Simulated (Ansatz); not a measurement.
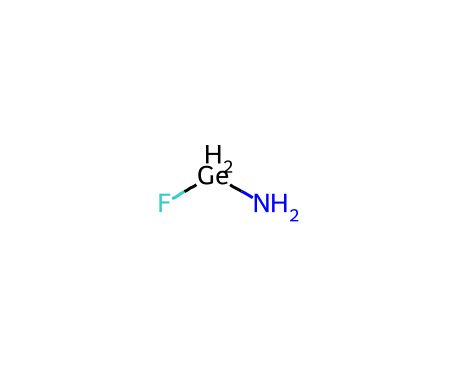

(Drawn from a calculation with Ansatz.)

**Write the SMILES.**

[NH2][GeH2][F]

**Give the formula, hydrogens included.**

FGeH4N.

**An optimisation with PBE-D4/def2-SVP gave a structure of which point group?**

Cs.
